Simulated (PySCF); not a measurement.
C2H6BNO2Si, SMILES C(#N)C[SiH2]B(O)O at its GFN2-xTB optimised geometry (Å):

```
13

N      2.1863    -2.2734     0.0000
C      1.0382    -2.2734     0.0000
C     -0.3730    -2.1351     0.0000
Si    -0.8003    -0.2969     0.5020
B      0.5095     0.9853    -0.2500
O      1.8217     0.7711    -0.5007
O      0.0346     2.2251    -0.5105
H     -0.7501    -2.3571    -0.9985
H     -0.8160    -2.8417     0.6987
H     -2.2056    -0.1673     0.0876
H     -0.8322    -0.3547     1.9770
H      2.2056    -0.0941    -0.3379
H      0.6872     2.8417    -0.8523
```

Level of theory: CAM-B3LYP/def2-TZVP run with PySCF. Cells within 0.4 Å of a nucleus heavier than hydrogen are left out (blank, or x).

Map of the HOMO amplitude (bohr^(-3/2)) on the plane z = 0.6 Å; orbital energy -10.03 eV, overall sign arbitrary:

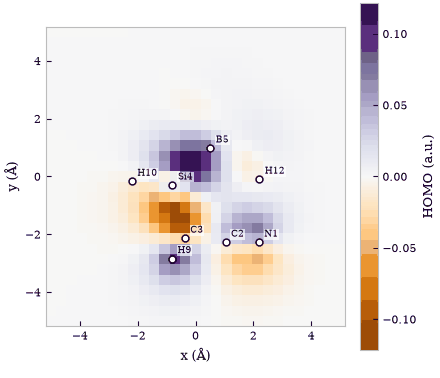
HOMO amplitude (bohr^(-3/2)) on the plane z = 0.6 Å.
